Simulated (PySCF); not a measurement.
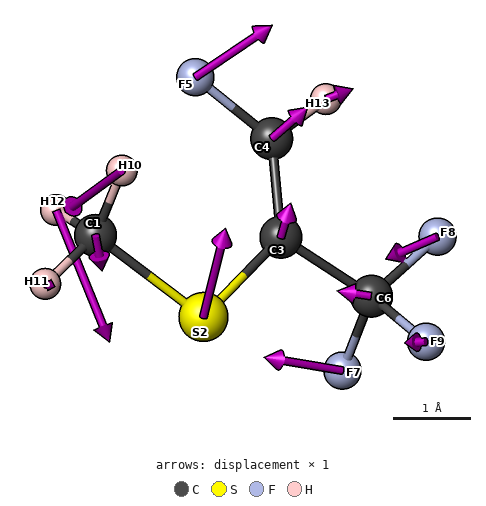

This is a relaxation of C4H4F4S. The starting structure is drawn; purple arrows show the displacements, at their true length. The two geometries are superimposed by the best rigid fit.

The picture is a ball-and-stick view, seen at a tilt.

The start comes from GFN2-xTB.

Level of theory: PySCF, PBE0-D3(BJ)/def2-SVP geometry optimisation, gas phase. 

### Describe the change and its energy.

The atom that moves furthest after the best rigid fit is H12 (1.87 Å). Largest moves by element: H 1.87 Å, S 1.44 Å, F 1.29 Å, C 0.67 Å. Among the contacts that change: C4–F5 1.336 → 1.312 Å, C1–H10 1.084 → 1.099 Å, C1–H11 1.086 → 1.099 Å, C4–H13 1.080 → 1.094 Å. Bond angles that change, for instance: S2–C3–C4 131.5° → 122.1°, S2–C3–C6 110.6° → 118.6°, C1–S2–C3 103.8° → 101.4°. Groups turn about S2–C3 by about 100°. Over 22 geometry steps the energy falls by 2.83 kcal/mol.
